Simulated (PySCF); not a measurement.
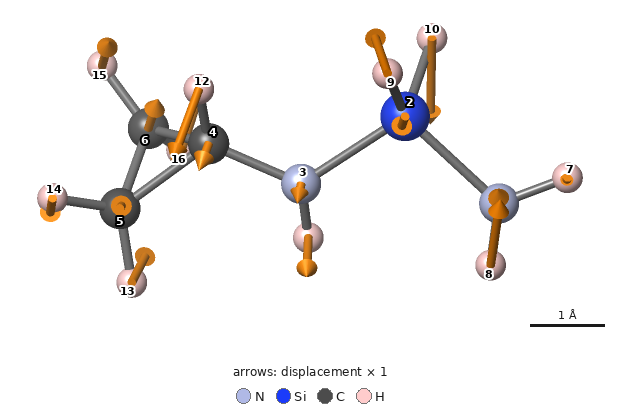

A relaxation of C3H10N2Si. The starting structure is drawn; orange arrows show the displacements, at their true length. The two geometries are superimposed by the best rigid fit.

Style: ball-and-stick. Shown at a tilt.

The start comes from GFN2-xTB. Its atoms were then displaced at random by about 0.01 Å.

Computed with PySCF, PBE0-D3(BJ)/def2-SVP geometry optimisation, gas phase. 

Question: Which element moves most?

Answer: Hydrogen: up to 1.57 Å, against 0.69 Å for carbon.

Question: What did the optimiser do to the structure, and how much energy did it gain?

Answer: After 25 geometry steps the energy has fallen by 0.344 eV. The largest move after the best rigid fit is that of an H atom, 1.57 Å. By element the largest moves are H 1.57 Å, C 0.69 Å, Si 0.58 Å, N 0.41 Å. Some distances before and after: C–N 1.378 → 1.423 Å, H–Si 1.463 → 1.502 Å, H–N 0.976 → 1.014 Å, C–H 1.064 → 1.093 Å. Among the angles between lasting bonds that change: Si–N–C 122.3° → 127.3°, N–Si–N 102.9° → 107.1°, Si–N–H 115.8° → 120.0°.
